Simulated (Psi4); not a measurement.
# C2H6Si (SMILES CC[SiH]), step by step

Wanted: a structure relaxation (singlet C2H6Si, PBE0/def2-TZVPD), then a single-point energy (doublet C2H6Si+, UPBE0/def2-TZVPD), then a structure relaxation (doublet C2H6Si+, UPBE0/def2-TZVPD), then the energy (doublet C2H6Si−, UPBE0/def2-TZVPD) of C2H6Si. 

Program for the calculation: Psi4 1.11.

## Step 1: The structure to begin with

C2H6Si: 9 atoms, total charge 0, spin state singlet. SMILES: `CC[SiH]`. Geometry: relaxed at PBE0-D4/def2-TZVP. This is one conformer, not always the lowest. The run starts from this shape.

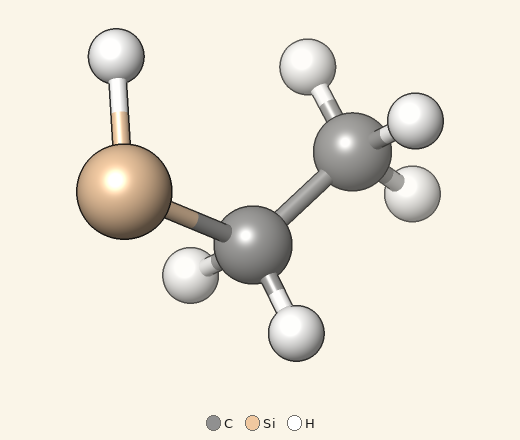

Viewed from a chosen angle; carbon grey, silicon light orange, hydrogen white.

## Step 2: A geometry optimisation at PBE0/def2-TZVPD (density fitting) (run 1)

c2h6si.xyz

```xyz
9
C2H6Si
C     -0.593600     0.495600    -0.562700
C      0.423400    -0.563800    -0.158900
Si     1.475100    -0.358700     1.398700
H     -1.208900     0.173100    -1.407700
H     -0.098000     1.423000    -0.860500
H     -1.258400     0.736300     0.269500
H      1.051000    -0.864800    -1.004300
H     -0.103000    -1.497700     0.133400
H      0.401100     0.410600     2.175300
```

run.py

```python
import psi4

psi4.set_memory(1600000000)
psi4.set_num_threads(1)
psi4.core.set_output_file('output.dat', False)

with open('c2h6si.xyz') as f:
    atoms = ''.join(f.readlines()[2:])
mol = psi4.geometry('0 1\n' + atoms + 'symmetry c1')

E = psi4.optimize('pbe0/def2-TZVPD')
print(f'pbe0/def2-TZVPD energy: {E:.10f} Eh')
print(mol.to_string(dtype='xyz', units='Angstrom'))
for k, v in sorted(psi4.core.scalar_variables().items()):
    print(f'{k:45s} {v:18.10f}')
```

Run with:

```console
python run.py
```

output.dat:

```text
[...]
  Running in c1 symmetry.
[...]
  Nuclear repulsion =   95.800476581944153
[...]
  Multiplicity = 1
[...]
  Nalpha       = 16
  Nbeta        = 16
[...]
    Number of basis functions: 171
[...]
   @DF-RKS iter   1:  -368.67338064621379   -2.21609e-01   5.14530e-03 ADIIS/DIIS
[...]
   @DF-RKS iter   7:  -369.05662261482973   -9.60654e-12   6.36220e-09 DIIS
[...]
    Orbital Energies [Eh]
    ---------------------
    Doubly Occupied:
       1A    -66.254116     2A    -10.218454     3A    -10.217423
       4A     -5.331376     5A     -3.670503     6A     -3.662371
       7A     -3.659341     8A     -0.784348     9A     -0.646468
      10A     -0.496641    11A     -0.458737    12A     -0.419388
      13A     -0.392510    14A     -0.365556    15A     -0.308218
      16A     -0.229914
[...]
  @DF-RKS Final Energy:  -369.05662261482973
   => Energetics <=
    Nuclear Repulsion Energy =             95.7721539872311354
    One-Electron Energy =                -697.2778753433732390
    Two-Electron Energy =                 257.9881313128041143
    DFT Exchange-Correlation Energy =     -25.5390325714917452
    Empirical Dispersion Energy =           0.0000000000000000
    VV10 Nonlocal Energy =                  0.0000000000000000
    Total Energy =                       -369.0566226148297346
[...]
 Multipole Moments:
 ------------------------------------------------------------------------------------
     Multipole            Electronic (a.u.)      Nuclear  (a.u.)        Total (a.u.)
 ------------------------------------------------------------------------------------
 L = 1.  Multiply by 2.5417464519 to convert [e a0] to [Debye]
 Dipole X            :          4.4791046           -4.8144550           -0.3353504
 Dipole Y            :         -1.3435831            1.3515785            0.0079954
 Dipole Z            :          3.1408016           -3.5119476           -0.3711461
 Magnitude           :                                                    0.5002732
[...]
  -Total Gradient:
     Atom            X                  Y                   Z
    ------   -----------------  -----------------  -----------------
       1        0.000038563541    -0.000029372814    -0.000012091480
       2       -0.000087709466     0.000068601426    -0.000036426582
       3       -0.000019169969     0.000084691721     0.000017494789
       4       -0.000007422731     0.000020418823     0.000003057725
       5       -0.000004072635     0.000022888782     0.000014356960
       6        0.000017470404     0.000010884230     0.000006895281
       7       -0.000008254282    -0.000101358049    -0.000013017465
       8        0.000056823048    -0.000040908829    -0.000035407504
       9        0.000024078092    -0.000023266892     0.000072766329
[...]
    Final optimized geometry and variables:
    Molecular point group: c1
    Full point group: C1
    Geometry (in Angstrom), charge = 0, multiplicity = 1:
    C           -1.249720841388     0.675058371159    -1.076819268103
    C           -0.232264228992    -0.383790615103    -0.671151314304
    SI           0.821349806162    -0.177016375499     0.885440828803
    H           -1.865722521441     0.349384263292    -1.920156790045
    H           -0.754938259099     1.601618501070    -1.378716646514
    H           -1.914212857782     0.918347347987    -0.245180717501
    H            0.394100147591    -0.686862206747    -1.516656487991
    H           -0.759066745814    -1.316717364169    -0.376607406735
    H           -0.254846515159     0.580076717268     1.670527278657
```

Standard output:

```text
Some dependencies such as QCElemental have not yet finished migration to pydantic v2. If issues are encountered please downgrade pydantic or upgrade QCElemental as appropriate
Optimizer: Optimization complete!
pbe0/def2-TZVPD energy: -369.0566226148 Eh
9
0 1 C2H6Si
C                    -1.249720841388     0.675058371159    -1.076819268103
C                    -0.232264228992    -0.383790615103    -0.671151314304
Si                    0.821349806162    -0.177016375499     0.885440828803
H                    -1.865722521441     0.349384263292    -1.920156790045
H                    -0.754938259099     1.601618501070    -1.378716646514
H                    -1.914212857782     0.918347347987    -0.245180717501
H                     0.394100147591    -0.686862206747    -1.516656487991
H                    -0.759066745814    -1.316717364169    -0.376607406735
H                    -0.254846515159     0.580076717268     1.670527278657

CURRENT ENERGY                                   -369.0566226148
CURRENT REFERENCE ENERGY                         -369.0566226148
DD SOLVATION ENERGY                                 0.0000000000
DFT FUNCTIONAL TOTAL ENERGY                      -369.0566226148
DFT TOTAL ENERGY                                 -369.0566226148
DFT VV10 ENERGY                                     0.0000000000
DFT XC ENERGY                                     -25.5390325715
GRID ELECTRONS ALPHA                               16.0000130183
GRID ELECTRONS BETA                                16.0000130183
GRID ELECTRONS TOTAL                               32.0000260366
NUCLEAR REPULSION ENERGY                           95.7721539872
ONE-ELECTRON ENERGY                              -697.2778753434
OPTIMIZATION ITERATIONS                             2.0000000000
PCM POLARIZATION ENERGY                             0.0000000000
PE ENERGY                                           0.0000000000
SCF ITERATION ENERGY                             -369.0566226148
SCF ITERATIONS                                      7.0000000000
SCF TOTAL ENERGY                                 -369.0566226148
TWO-ELECTRON ENERGY                               257.9881313128
XC GRID RADIAL POINTS                              75.0000000000
XC GRID SPHERICAL POINTS                          302.0000000000
XC GRID TOTAL POINTS                           195102.0000000000
```

It took 43 s on 1 thread of Intel Xeon Platinum 8259CL at 2.50GHz (Skylake/Cascade Lake), shared host; peak memory 1.2 GiB.

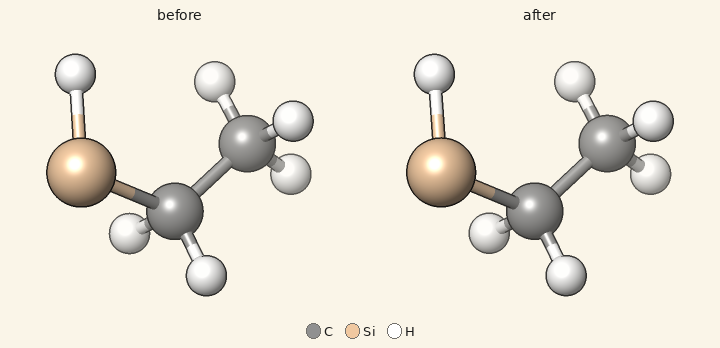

Before and after, at one scale.

After the run. Bond lengths: C1–C2 1.523 Å, C2–Si3 1.891 Å, C1–H4 1.094 Å, C1–H5 1.093 Å, C1–H6 1.092 Å, C2–H7 1.095 Å, C2–H8 1.111 Å, Si3–H9 1.532 Å. Some angles: C1–C2–Si3 121.0°, C1–C2–H7 111.6°, C1–C2–H8 109.7°, Si3–C2–H7 110.3°, Si3–C2–H8 97.9°, C2–C1–H4 112.0°, C2–C1–H5 111.1°, C2–C1–H6 111.0°, C2–Si3–H9 94.8°, H7–C2–H8 104.1°.

## Step 3: The doublet cation: the energy at UPBE0/def2-TZVPD (density fitting) (run 2)

job.inp

```
memory 1.6 GB

molecule molecule1 {
  1 2
  C
  C 1 1.523465
  Si 2 1.890988 1 121.01796
  H 1 1.093957 2 111.98925 3 -172.53697
  H 1 1.092916 4 107.11937 2 122.08074
  H 1 1.091953 5 107.27668 4 -115.87208
  H 2 1.095018 1 111.64052 6 175.99642
  H 2 1.111139 7 104.09298 1 118.29202
  H 3 1.532237 2 94.84481 7 165.53291
  symmetry c1
}

set basis def2-TZVPD
set reference uks

energy('pbe0')
```

Run with:

```console
psi4 -n 1 job.inp job.out
```

job.out:

```text
[...]
  Running in c1 symmetry.
[...]
  Nuclear repulsion =   95.772156450541459
[...]
  Multiplicity = 2
[...]
  Nalpha       = 16
  Nbeta        = 15
[...]
    Number of basis functions: 171
[...]
   @DF-UKS iter   1:  -368.37596371882773    7.46873e-02   4.94983e-03 ADIIS/DIIS
[...]
   @DF-UKS iter  11:  -368.74827252784490   -1.21341e-07   4.09750e-07 DIIS
[...]
   @S^2 Observed:                7.542504867E-01
[...]
    Orbital Energies [Eh]
    ---------------------
    Alpha Occupied:
       1A    -66.563972     2A    -10.452676     3A    -10.405747
       4A     -5.637327     5A     -3.975417     6A     -3.971416
       7A     -3.965187     8A     -0.995746     9A     -0.854054
      10A     -0.746935    11A     -0.663814    12A     -0.626455
      13A     -0.600718    14A     -0.557687    15A     -0.544644
      16A     -0.512677
    Alpha Virtual:
      17A     -0.340107    18A     -0.205475    19A     -0.147595
      20A     -0.135075    21A     -0.109654    22A     -0.100021
      23A     -0.094918    24A     -0.083580    25A     -0.072163
[...]
  @DF-UKS Final Energy:  -368.74827252784490
   => Energetics <=
    Nuclear Repulsion Energy =             95.7721564505414591
    One-Electron Energy =                -689.5172185064666337
    Two-Electron Energy =                 250.3207055008035127
    DFT Exchange-Correlation Energy =     -25.3239159727232739
    Empirical Dispersion Energy =           0.0000000000000000
    VV10 Nonlocal Energy =                  0.0000000000000000
    Total Energy =                       -368.7482725278449038
[...]
 Multipole Moments:
 ------------------------------------------------------------------------------------
     Multipole            Electronic (a.u.)      Nuclear  (a.u.)        Total (a.u.)
 ------------------------------------------------------------------------------------
 L = 1.  Multiply by 2.5417464519 to convert [e a0] to [Debye]
 Dipole X            :         -0.8579175            0.8583804            0.0004629
 Dipole Y            :         -3.7576334            3.2703991           -0.4872342
 Dipole Z            :          5.8675087           -5.0899133            0.7775953
 Magnitude           :                                                    0.9176339
[...]
```

Wall time 32 s (1 thread of Intel Xeon Platinum 8259CL at 2.50GHz (Skylake/Cascade Lake), shared host); peak memory 1.2 GiB.

## Step 4: The doublet cation: a geometry optimisation at UPBE0/def2-TZVPD (density fitting) (run 3)

job.in

```
memory 1.6 GB

molecule system {
  1 2
  C
  C 1 1.523465
  Si 2 1.890988 1 121.01796
  H 1 1.093957 2 111.98925 3 -172.53697
  H 1 1.092916 4 107.11937 2 122.08074
  H 1 1.091953 5 107.27668 4 -115.87208
  H 2 1.095018 1 111.64052 6 175.99642
  H 2 1.111139 7 104.09298 1 118.29202
  H 3 1.532237 2 94.84481 7 165.53291
  symmetry c1
}

set {
  basis def2-TZVPD
  reference uks
  geom_maxiter 50
}

E, wfn = optimize('pbe0', return_wfn=True)
print_variables()
```

Run with:

```console
psi4 job.in job.out -n 1
```

job.out:

```text
[...]
  Running in c1 symmetry.
[...]
  Nuclear repulsion =   95.772156450541459
[...]
  Multiplicity = 2
[...]
  Nalpha       = 16
  Nbeta        = 15
[...]
    Number of basis functions: 171
[...]
   @DF-UKS iter   1:  -368.37596371882773    7.46873e-02   4.94983e-03 ADIIS/DIIS
[...]
   @DF-UKS iter   9:  -368.76372543388635   -1.81899e-11   8.81394e-09 DIIS
[...]
   @S^2 Observed:                7.530050141E-01
[...]
  @DF-UKS Final Energy:  -368.76372543388635
   => Energetics <=
    Nuclear Repulsion Energy =             97.5727156084065825
    One-Electron Energy =                -693.0680900303077578
    Two-Electron Energy =                 252.0768738366913908
    DFT Exchange-Correlation Energy =     -25.3452248486765797
    Empirical Dispersion Energy =           0.0000000000000000
    VV10 Nonlocal Energy =                  0.0000000000000000
    Total Energy =                       -368.7637254338863499
[...]
 Multipole Moments:
 ------------------------------------------------------------------------------------
     Multipole            Electronic (a.u.)      Nuclear  (a.u.)        Total (a.u.)
 ------------------------------------------------------------------------------------
 L = 1.  Multiply by 2.5417464519 to convert [e a0] to [Debye]
 Dipole X            :         -0.7783984            0.8628935            0.0844950
 Dipole Y            :         -3.7508003            3.2636007           -0.4871995
 Dipole Z            :          4.6706718           -4.1433684            0.5273034
 Magnitude           :                                                    0.7228774
[...]
  -Total Gradient:
     Atom            X                  Y                   Z
    ------   -----------------  -----------------  -----------------
       1        0.000000654556     0.000002771253     0.000048930374
       2       -0.000012240536     0.000033407215    -0.000103672745
       3       -0.000013352787    -0.000015227344     0.000029397812
       4       -0.000000733050    -0.000002058799    -0.000023503447
       5       -0.000007448794     0.000009420076    -0.000003545618
       6        0.000008701588     0.000006408838     0.000002962303
       7       -0.000002783658    -0.000016425531     0.000026637598
       8       -0.000004327616     0.000005054076     0.000014921071
       9       -0.000001706152    -0.000000242595    -0.000005140186
[...]
    Final optimized geometry and variables:
    Molecular point group: c1
    Full point group: C1
    Geometry (in Angstrom), charge = 1, multiplicity = 2:
    C
    C             1    1.536100
    SI            2    1.838844      1  110.816019
    H             1    1.093117      2  107.680745      3 -170.601387
    H             1    1.090030      4  107.757172      2  120.886198
    H             1    1.091617      5  109.092345      4 -116.327692
    H             2    1.092075      1  114.006501      6 -178.987728
    H             2    1.107288      7  106.681069      1  123.544246
    H             3    1.497477      2  117.077373      7  168.614941
  Variable Map:
[...]
```

Standard output:

```text
Optimizer: Optimization complete!
```

Wall time 6.4 min (1 thread of Intel Xeon Platinum 8259CL at 2.50GHz (Skylake/Cascade Lake), shared host); peak memory 1.3 GiB.

The path in brief:

```
step  energy from the first frame kept (eV)  largest force (eV/Å)
   0                                 0.0000                2.4312
   1                                -0.3908                0.6425
   2                                -0.4161                0.1964
   3                                -0.4186                0.1131
   4                                -0.4196                0.0585
   5                                -0.4201                0.0349
   6                                -0.4203                0.0177
   7                                -0.4204                0.0161
   8                                -0.4204                0.0145
   9                                -0.4205                0.0111
  10                                -0.4205                0.0056
```

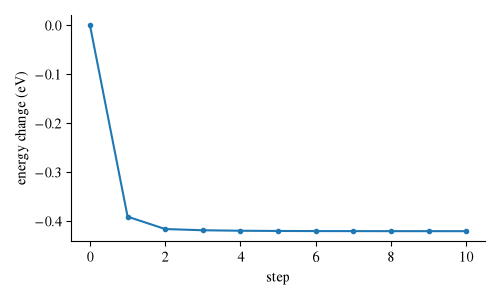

Energy along the run.

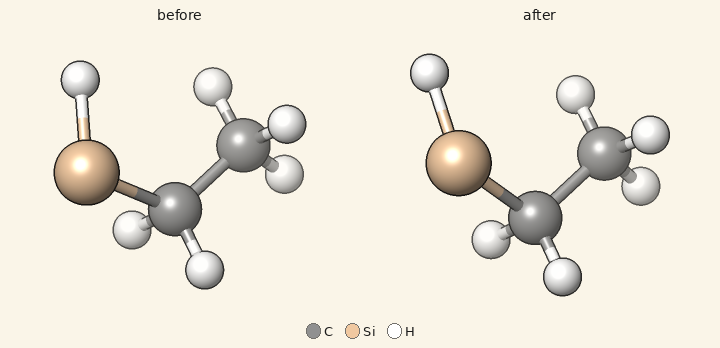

Before and after, at one scale.

After the run. Bond lengths: C1–C2 1.536 Å, C2–Si3 1.839 Å, C1–H4 1.093 Å, C1–H5 1.090 Å, C1–H6 1.092 Å, C2–H7 1.092 Å, C2–H8 1.107 Å, Si3–H9 1.497 Å. Some angles: C1–C2–Si3 110.8°, C1–C2–H7 114.0°, C1–C2–H8 111.5°, Si3–C2–H7 111.5°, Si3–C2–H8 101.6°, C2–C1–H4 107.7°, C2–C1–H5 111.9°, C2–C1–H6 112.8°, C2–Si3–H9 117.1°, H7–C2–H8 106.7°.

## Step 5: The doublet anion: a single-point energy at UPBE0/def2-TZVPD (density fitting) (run 4)

calc.inp

```
memory 1.6 GB

molecule system {
  -1 2
  C     -0.594807     0.494611    -0.563713
  C      0.422650    -0.564238    -0.158045
  Si     1.476264    -0.357464     1.398547
  H     -1.210809     0.168937    -1.407051
  H     -0.100024     1.421171    -0.865611
  H     -1.259299     0.737900     0.267925
  H      1.049014    -0.867309    -1.003551
  H     -0.104153    -1.497165     0.136499
  H      0.400067     0.399630     2.183633
  symmetry c1
}

set basis def2-TZVPD
set reference uks

energy_value, wavefunction = energy('pbe0', return_wfn=True)
print_variables()
```

Run with:

```console
psi4 calc.inp calc.out -n 1
```

calc.out:

```text
[...]
  Running in c1 symmetry.
[...]
  Nuclear repulsion =   95.772144816056468
[...]
  Multiplicity = 2
[...]
  Nalpha       = 17
  Nbeta        = 16
[...]
    Number of basis functions: 171
[...]
   @DF-UKS iter   1:  -368.58185044128379   -1.31202e-01   5.61212e-03 ADIIS/DIIS
[...]
   @DF-UKS iter   9:  -369.08232473202713   -2.90911e-07   7.80389e-07 DIIS
[...]
   @S^2 Observed:                7.598466932E-01
[...]
    Orbital Energies [Eh]
    ---------------------
    Alpha Occupied:
       1A    -65.995789     2A    -10.056056     3A    -10.027209
       4A     -5.075311     5A     -3.413113     6A     -3.408220
       7A     -3.405562     8A     -0.608609     9A     -0.467593
      10A     -0.301086    11A     -0.284055    12A     -0.242943
      13A     -0.215079    14A     -0.191014    15A     -0.103762
      16A     -0.017086    17A      0.042008
    Alpha Virtual:
      18A      0.140764    19A      0.164387    20A      0.174715
      21A      0.201967    22A      0.204732    23A      0.216571
      24A      0.226794    25A      0.248505    26A      0.253072
[...]
  @DF-UKS Final Energy:  -369.08232473202713
   => Energetics <=
    Nuclear Repulsion Energy =             95.7721448160564677
    One-Electron Energy =                -703.9291630024011965
    Two-Electron Energy =                 264.7762149458492331
    DFT Exchange-Correlation Energy =     -25.7015214915315902
    Empirical Dispersion Energy =           0.0000000000000000
    VV10 Nonlocal Energy =                  0.0000000000000000
    Total Energy =                       -369.0823247320271321
[...]
 Multipole Moments:
 ------------------------------------------------------------------------------------
     Multipole            Electronic (a.u.)      Nuclear  (a.u.)        Total (a.u.)
 ------------------------------------------------------------------------------------
 L = 1.  Multiply by 2.5417464519 to convert [e a0] to [Debye]
 Dipole X            :          3.3648396           -4.8144567           -1.4496171
 Dipole Y            :         -1.2439351            1.3515800            0.1076449
 Dipole Z            :          1.9370223           -3.5119498           -1.5749275
 Magnitude           :                                                    2.1432158
[...]
```

It took 26 s on 1 thread of Intel Xeon Platinum 8259CL at 2.50GHz (Skylake/Cascade Lake), shared host; peak memory 1.2 GiB.

## Step 6: Outcome

| quantity | value |
| --- | --- |
| run 1, PBE0/def2-TZVPD: total energy at the end | -369.05662 Eh |
| run 1, PBE0/def2-TZVPD: dipole moment | 1.27 D |
| run 1, PBE0/def2-TZVPD: HOMO energy | -6.26 eV |
| run 1, PBE0/def2-TZVPD: LUMO energy | -2.49 eV |
| run 1, PBE0/def2-TZVPD: HOMO–LUMO gap | 3.77 eV |
| doublet cation, run 2: total energy | -368.74827 Eh |
| doublet cation, run 2: HOMO energy (highest over α and β) | -13.95 eV |
| doublet cation, run 2: LUMO energy (lowest over α and β) | -10.45 eV |
| doublet cation, run 2: ⟨S²⟩ | 0.754 |
| doublet cation, run 3: total energy at the end | -368.76373 Eh |
| doublet cation, run 3: HOMO energy (highest over α and β) | -13.20 eV |
| doublet cation, run 3: LUMO energy (lowest over α and β) | -9.50 eV |
| doublet cation, run 3: ⟨S²⟩ | 0.753 |
| doublet anion: total energy | -369.08232 Eh |
| doublet anion: HOMO energy (highest over α and β) | 1.14 eV |
| doublet anion: LUMO energy (lowest over α and β) | 3.78 eV |
| doublet anion: ⟨S²⟩ | 0.760 |
| adiabatic ionisation energy (to the doublet cation, no zero-point term) | 7.970 eV |

What this shows: The adiabatic ionisation energy (to the doublet cation, no zero-point term) is 7.97 eV (184 kcal/mol). The optimisation (run 1, PBE0/def2-TZVPD) took 2 steps and changed the energy by -0.000 eV. The optimisation (doublet cation, run 3) took 11 steps and changed the energy by -0.420 eV. The HOMO (doublet anion) lies at positive energy, 1.14 eV; only total energies tell whether the electron is bound.
